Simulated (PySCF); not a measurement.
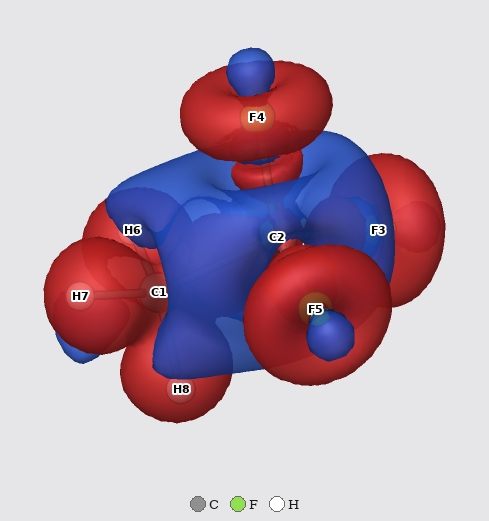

Figure. C$_{2}$H$_{3}$F$_{3}$, SMILES `CC(F)(F)F`. Deformation density (molecule less spherical, spin-averaged free atoms at the same positions), surfaces at ±0.06 e/Å³; red: gain, blue: loss.

Computed with PySCF, B3LYP/def2-SVPD, geometry: GFN2-xTB. No frequency check shows the geometry to be a minimum.

Input script:

```python
import numpy as np
from pyscf import gto, scf, dft
from pyscf.scf import atom_ks, atom_hf
from scipy.linalg import block_diag

def solve(mol, dm0=None, hcore=None):
    mf = (dft.UKS if mol.spin else dft.RKS)(mol, xc='b3lyp')
    mf.grids.level = 3
    mf = mf.density_fit(auxbasis='def2-universal-jkfit')
    mf.conv_tol, mf.max_cycle = 1e-8, 80
    if hcore is not None:
        mf.get_hcore = lambda *args: hcore
    mf.kernel(dm0)
    if not mf.converged:
        mf = mf.newton().run(mf.mo_coeff, mf.mo_occ, max_cycle=30)
    assert mf.converged, 'SCF not converged'
    return mf

mol = gto.M(atom='''
C     -1.48722     0.00303     0.00110
C      0.02033     0.00000     0.00013
F      0.53198     0.59772    -1.08715
F      0.53369     0.64090     1.06164
F      0.52617    -1.24267     0.02462
H     -1.83841     1.03316    -0.01783
H     -1.84322    -0.49186     0.89871
H     -1.84347    -0.52310    -0.88027
''', basis='def2-svpd', charge=0, spin=0, verbose=4)
mf = solve(mol)
mf.analyze()
# spherically averaged free atoms, for the promolecule
atm = atom_ks.get_atm_nrks(mol, xc='b3lyp')
pro = block_diag(*[(atm[a[0]][2] * atm[a[0]][3]) @ atm[a[0]][2].T for a in mol._atom])
np.savez('result.npz', e=mf.e_tot, c=mf.mo_coeff, occ=mf.mo_occ, eps=mf.mo_energy, pro=pro, dip=mf.dip_moment(verbose=0), s2=mf.spin_square()[0])
```

Run with:

```sh
OMP_NUM_THREADS=1 python input.py
```

The run took 11 s on 1 thread of Intel(R) Xeon(R) Platinum 8259CL CPU @ 2.50GHz (Skylake/Cascade Lake) (shared host), peak memory 0.51 GiB.

Partitions, critical points and surface values were worked out afterwards from this run's density.

> How much density has each bond gained at its critical point, relative to the free atoms?

C1–H7: +0.70 e/Å³ at the bond critical point (bond length 1.08 Å). C1–H8 and C1–H6: +0.69 e/Å³ at the bond critical point (bond length 1.09 Å). C1–C2: +0.56 e/Å³ at the bond critical point (bond length 1.51 Å). C2–F5, C2–F4 and C2–F3: +0.12 e/Å³ at the bond critical point (bond length 1.34 Å). In all, 1.7 electrons gather in the regions of gain relative to the promolecule. A small or negative value marks a very polar bond, one between electron-rich atoms, whose free-atom densities already overlap strongly, a long bond to a heavier atom, or a closed-shell contact such as a hydrogen bond.

> Where do the Hirshfeld charges lie?

The highest Hirshfeld charge is on C2 (+0.28 e), the lowest on F3, F4 and F5 (−0.12 e).

```tsv
atom	charge (e)
C1	−0.11
C2	+0.28
F3	−0.12
F4	−0.12
F5	−0.12
H6	+0.06
H7	+0.06
H8	+0.06
```
